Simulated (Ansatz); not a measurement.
SiNH3F2: several calculations on one system

### Relaxation

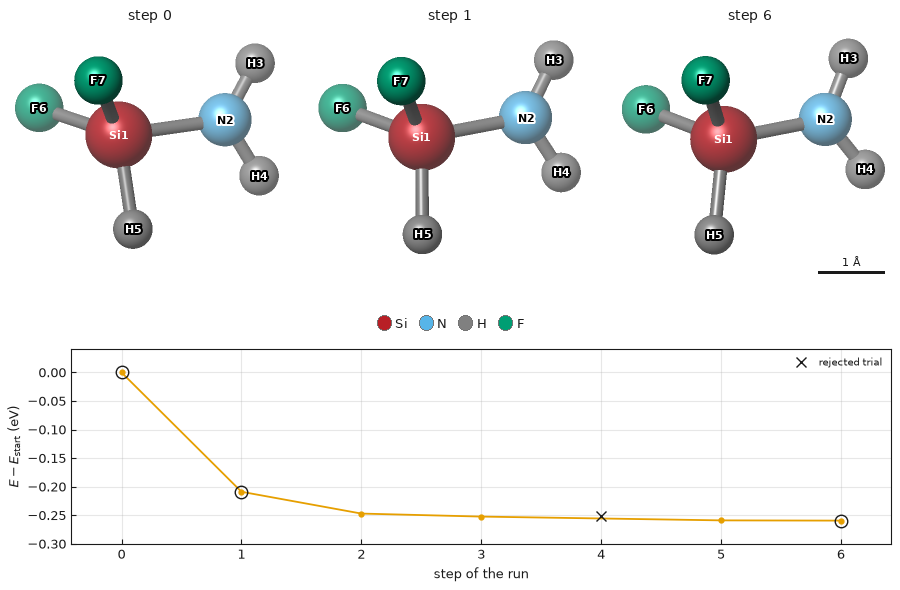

Frames of a relaxation of SiNH$_{3}$F$_{2}$, marked on the history of the run. Style: ball-and-stick. Shown at a tilt.

The run prepares an end point of a later path (reaction) calculation, from a guessed geometry.

The calculation used Ansatz 0.2.0, RKS LDA/def2-SVP. (no spin polarisation; force threshold 0.03 eV/Å; at most 50 steps)

What happens along the run?

The largest move after the best rigid fit is that of H5, 0.33 Å. Largest moves by element: H 0.33 Å, F 0.12 Å, Si 0.10 Å, N 0.01 Å. Near-neighbour distances that change, for instance: Si1–N2 1.743 → 1.688 Å, Si1–H5 1.455 → 1.488 Å, Si1–F6 1.609 → 1.614 Å. Among the angles between lasting bonds that change: N2–Si1–H5 91.8° → 109.7°, H5–Si1–F6 115.2° → 109.3°, H5–Si1–F7 116.5° → 111.1°. After 5 accepted moves (6 points after the start) the energy has fallen by 0.259 eV. The largest force component goes from 2.2 to 0.022 eV/Å. The line search rejected the trial step at point 4 of the run. From step 0 to 1: H5 moves most (0.19 Å), energy −0.209 eV. From step 1 to 6: H5 moves most (0.14 Å), energy −0.051 eV.

| step | E − E(0), eV | largest force component, eV/Å | note |
| --- | --- | --- | --- |
| 0 | 0.0000 | 2.1709 |  |
| 1 | -0.2088 | 1.0775 |  |
| 2 | -0.2470 | 0.2168 |  |
| 3 | -0.2523 | 0.2082 |  |
| 4 | -0.2517 | 0.3980 | rejected |
| 5 | -0.2589 | 0.0560 |  |
| 6 | -0.2593 | 0.0219 |  |

### Relaxation

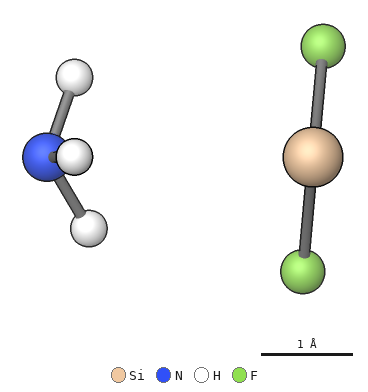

SiNH3F2, before the relaxation. The picture is a ball-and-stick view, seen face on.

The run prepares an end point of a later path (reaction) calculation, from a guessed geometry.

Level of theory: Ansatz 0.2.0, RKS LDA/def2-SVP.

The input:
```yaml
crystal:
  periodic: [false, false, false]
  atoms:
    - { symbol: Si, position_ang: [-0.061156, 0.046085, -0.794304] }
    - { symbol: "N", position_ang: [1.474443, -0.156764, 1.776079] }
    - { symbol: H, position_ang: [0.674807, -0.806928, 1.782426] }
    - { symbol: H, position_ang: [1.119575, 0.808739, 1.818112] }
    - { symbol: H, position_ang: [1.989003, -0.283643, 0.877129] }
    - { symbol: F, position_ang: [-0.678802, 1.432328, -0.192733] }
    - { symbol: F, position_ang: [-0.966669, -1.039817, 0.03269] }
basis:
  gaussian: { orbitals: def2-SVP }
hamiltonian:
  xc: lda
relax:
  f_tol: 0.03
  max_steps: 50
```

Command:
```bash
ansatz run input.yaml --threads 1 --pin off --max-ram 2048MiB --backend cpu --events-out ev --progress --plain --runs-dir out
```

Question: What does the optimiser find from here?

Answer: The largest move after the best rigid fit is that of N2, 0.68 Å. By element the largest moves are N 0.68 Å, H 0.35 Å, F 0.28 Å, Si 0.26 Å. Near-neighbour distances that change, for instance: Si1–N2 3.001 → 2.071 Å, Si1–F6 1.632 → 1.664 Å, Si1–F7 1.638 → 1.663 Å, N2–H5 1.044 → 1.031 Å. New bonds form, among them: Si1–N2 (3.00 → 2.07 Å). Bond angles that change, for instance: H3–N2–H5 108.1° → 110.6°. Over 10 geometry steps the energy falls by 84.2 kJ/mol. Largest force component: 0.9 eV/Å at the start, 0.03 eV/Å at the end.

Final geometry:

```xyz
7

Si    0.0812   -0.0018   -0.5851
N     1.1571   -0.0990    1.1817
H     0.6825   -0.8523    1.7093
H     0.9363    0.8099    1.6264
H     2.1761   -0.2549    1.1656
F    -0.5041    1.4318    0.0251
F    -0.9778   -1.0338    0.1764
```

The end point in the same view:

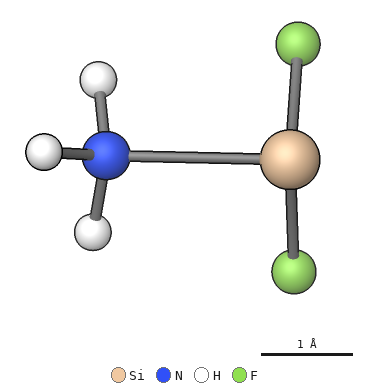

Limits of the set-up: the start holds two separate molecules, 2.4 Å apart at their closest, whose relative position is a soft coordinate and is computed without a dispersion correction.

### Path

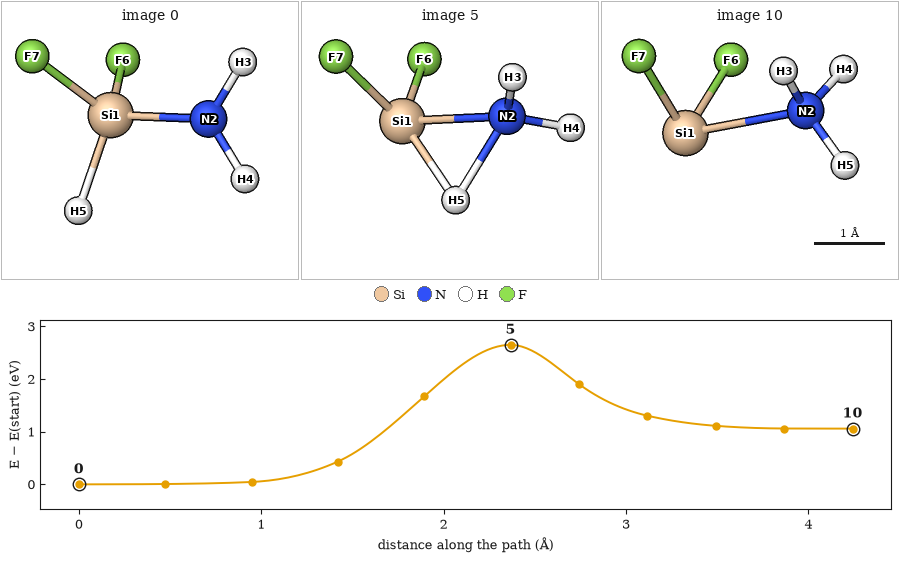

NEB run on SiNH3F2. Images are numbered from 0 (start) to 10 (end). Style: ball-and-stick. Shown at a tilt.

Level of theory: Ansatz, RKS LDA/def2-SVP. Set-up: 9 movable images; climbing image; force threshold 0.05 eV/Å; iteration limit 60; starting path through a guess of the saddle point.

**Describe the mechanism and the energy profile.**

The highest point, image 5, lies 2.65 eV above the start and 1.59 eV above the end; the end is at +1.06 eV relative to the start. A hydrogen atom shifts from one atom to another. Breaking: Si1–H5 (1.49 → 1.63 at the top → 2.74 Å). Forming: N2–H5 (2.60 → 1.44 at the top → 1.03 Å). The band is converged.
